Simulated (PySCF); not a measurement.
**One shape, several levels: quartet [OF2]+**

We compute a comparison of 6 runs (UHF/STO-3G, UHF/3-21G, UBHLYP/cc-pVTZ, UM06-2X/cc-pVTZ, UTPSS/cc-pVTZ, UCCSD(T)/cc-pVTZ) of quartet [OF2]+. The job is set up through a Python script.

The results are computed with PySCF 2.14.0.

2 further runs of the same task are left out: 2 set aside as unsound or not needed. Runs told in other sessions of the task aren't counted.

## Step 1: The molecule

[OF2]+: 3 atoms, total charge +1, spin state quartet. SMILES of the parent species: `F[O+]F`. The shape is that of a GFN2-xTB optimisation. That shape belongs to the parent species and isn't relaxed for this state.

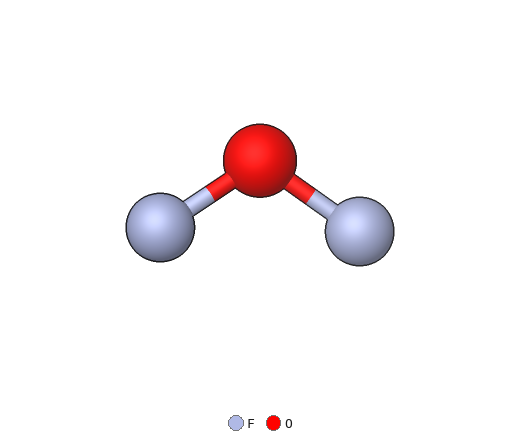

Viewed from a chosen angle; fluorine light blue, oxygen red.

## Step 2: The energy at UHF/STO-3G (run 1)

Input file job.py:

```python
from pyscf import gto, scf

mol = gto.M(
    atom='''
F      0.928320    -0.299370     0.478940
O      0.000600     0.484920     0.053430
F     -0.928920    -0.185540    -0.532380
''',
    spin=3,
    max_memory=1860,
    verbose=3,
    charge=1,
    basis='sto-3g',
)

calc0 = scf.UHF(mol)
calc0.conv_tol = 1e-10
calc0.kernel()
if not calc0.converged:
    calc0 = calc0.newton().run(calc0.mo_coeff, calc0.mo_occ)

e_final = calc0.e_tot
print(f'total energy: {e_final:.8f} hartree')
```

The run is started by

```console
$ OMP_NUM_THREADS=1 python job.py
```

Output:

```text
WARN: HOMO 0.150594032700237 >= LUMO -0.493883271580118

converged SCF energy = -269.148543186012  <S^2> = 3.852096  2S+1 = 4.0507264
total energy: -269.14854319 hartree
```

It took 0.52 s on 1 thread of Arm Neoverse V2, shared host; peak memory 0.1 GiB.

## Step 3: The energy at UHF/3-21G (run 2)

Input file calc.py:

```python
from pyscf import gto, scf

molecule = gto.M(
    atom='''
F    0.928320  -0.299370   0.478940
O    0.000600   0.484920   0.053430
F   -0.928920  -0.185540  -0.532380
''',
    verbose=3,
    charge=1,
    basis='3-21g',
    spin=3,
    max_memory=1860,
)

mf = scf.UHF(molecule)
mf.conv_tol = 1e-10
mf.kernel()
if not mf.converged:
    mf = mf.newton().run(mf.mo_coeff, mf.mo_occ)

e_final = mf.e_tot
print('E = %.10f Eh' % e_final)
```

The run is started by

```console
$ OMP_NUM_THREADS=1 python calc.py
```

Output:

```text
WARN: HOMO 0.0708921536431153 >= LUMO -0.522629521893661

converged SCF energy = -271.264704207897  <S^2> = 3.8699859  2S+1 = 4.0595497
E = -271.2647042079 Eh
```

Wall time 0.52 s (1 thread of Arm Neoverse V2, shared host); peak memory 0.1 GiB.

## Step 4: The energy at UBHLYP/cc-pVTZ (run 3)

Input file calc.py:

```python
from pyscf import gto, dft

molecule = gto.Mole()
molecule.atom = '''
F        0.928320      -0.299370       0.478940
O        0.000600       0.484920       0.053430
F       -0.928920      -0.185540      -0.532380
'''
molecule.max_memory = 1860
molecule.spin = 3
molecule.charge = 1
molecule.verbose = 3
molecule.basis = 'cc-pvtz'
molecule.build()

myscf = dft.UKS(molecule)
myscf.xc = 'bhandhlyp'
myscf.conv_tol = 1e-10
myscf.grids.level = 5
myscf.kernel()
if not myscf.converged:
    myscf = myscf.newton().run(myscf.mo_coeff, myscf.mo_occ)

etot = myscf.e_tot
print('E = %.10f Eh' % etot)
```

The run is started by

```console
$ OMP_NUM_THREADS=1 python calc.py
```

Output:

```text
WARN: HOMO -0.0216801786607839 >= LUMO -0.487971285150062

WARN: HOMO -0.664551665295509 >= LUMO -0.682085979170067

WARN: HOMO -0.631542040592551 >= LUMO -0.635789070308727

converged SCF energy = -273.888137856567  <S^2> = 3.7929492  2S+1 = 4.0214173
E = -273.8881378566 Eh
```

Run time: 22 s. Hardware: 1 thread of Arm Neoverse V2, shared host; peak memory 0.44 GiB.

Runs 4 to 5 aren't shown in full; the table further down has their settings and results.

## Step 5: The energy at UCCSD(T)/cc-pVTZ (run 6)

Input file calc.py:

```python
from pyscf import gto, cc

molecule = gto.M(
    atom='''
F        0.928320      -0.299370       0.478940
O        0.000600       0.484920       0.053430
F       -0.928920      -0.185540      -0.532380
''',
    basis='cc-pvtz',
    max_memory=1860,
    verbose=4,
    spin=3,
    charge=1,
)

hf = molecule.UHF()
hf.conv_tol = 1e-10
hf.kernel()
if not hf.converged:
    hf = hf.newton().run(hf.mo_coeff, hf.mo_occ)

mycc = cc.CCSD(hf, frozen=3)
mycc.kernel()
e_t = mycc.ccsd_t()
e_tot = mycc.e_tot + e_t
print(f'total energy: {e_tot:.8f} hartree')
```

The run is started by

```console
$ OMP_NUM_THREADS=1 python calc.py
```

Output:

```text
PySCF version 2.14.0

[INPUT] num. atoms = 3
[INPUT] num. electrons = 25
[INPUT] charge = 1
[INPUT] spin (= nelec alpha-beta = 2S) = 3
[INPUT] symmetry False subgroup None
[INPUT] Mole.unit = angstrom
[INPUT] Symbol           X                Y                Z      unit          X                Y                Z       unit  Magmom
[INPUT]  1 F      0.928320000000  -0.299370000000   0.478940000000 AA    1.754270555956  -0.565727309911   0.905065430099 Bohr   0.0
[INPUT]  2 O      0.000600000000   0.484920000000   0.053430000000 AA    0.001133835675   0.916365992324   0.100968066836 Bohr   0.0
[INPUT]  3 F     -0.928920000000  -0.185540000000  -0.532380000000 AA   -1.755404391631  -0.350619785152  -1.006052394196 Bohr   0.0

nuclear repulsion = 79.4411418342271
number of shells = 27
number of NR pGTOs = 126
number of NR cGTOs = 90
basis = cc-pvtz
ecp = {}

[... 20 lines left out ...]
WARN: HOMO 0.0398226517227211 >= LUMO -0.530479545758498
[... 78 lines left out ...]
converged SCF energy = -272.852138844582  <S^2> = 3.8850606  2S+1 = 4.0669697
[... 12 lines left out ...]
Init t2, MP2 energy = -0.67882926439409
[... 38 lines left out ...]
UCCSD converged
[... 2 lines left out ...]
total energy: -273.59702253 hartree
```

Run time: 4.2 min. Hardware: 1 thread of Arm Neoverse V2, shared host; peak memory 2.5 GiB.

## Step 6: The series

| run | level | integration grid | frozen core orbitals | energy (Eh) | HOMO energy (eV) | LUMO energy (eV) | ⟨S²⟩ | wall time |
| --- | --- | --- | --- | --- | --- | --- | --- | --- |
| 1 | UHF/STO-3G | – | – | -269.148543 | -18.02 | -9.48 | 3.852 | 0.52 s |
| 2 | UHF/3-21G | – | – | -271.264704 | -22.22 | -12.62 | 3.870 | 0.52 s |
| 3 | UBHLYP/cc-pVTZ | 5 | – | -273.888138 | -17.51 | -17.00 | 3.793 | 22 s |
| 4 | UM06-2X/cc-pVTZ | 5 | – | -273.892488 | -17.07 | – | 3.772 | 51 s |
| 5 | UTPSS/cc-pVTZ | 5 | – | -274.074414 | -12.96 | – | 3.758 | 48 s |
| 6 | UCCSD(T)/cc-pVTZ | – | 3 | -273.597023 | -21.61 | -12.41 | 3.885 | 4.2 min |

## Step 7: Outcome

| quantity | value |
| --- | --- |
| run 6: total energy | -273.59702 Eh |
| run 6: HOMO energy (Hartree–Fock orbitals) (highest over α and β) | -21.61 eV |
| run 6: LUMO energy (Hartree–Fock orbitals) (lowest over α and β) | -12.41 eV |
| run 6: correlation energy (3 core orbitals frozen) | -744.9 mEh |
| run 6: (T) correction | -36.40 mEh |
| run 6: ⟨S²⟩ of the reference determinant | 3.885 |
| run 6: T1 diagnostic | 0.044 |

What this shows: Totals of different functionals can't be ranked against each other. In run 1 the basis is minimal, so the values are rough. Spin contamination of the reference: run 6 ⟨S²⟩ = 3.89, run 2 ⟨S²⟩ = 3.87, run 1 ⟨S²⟩ = 3.85. All runs together took 6.3 min, the longest 4.2 min.
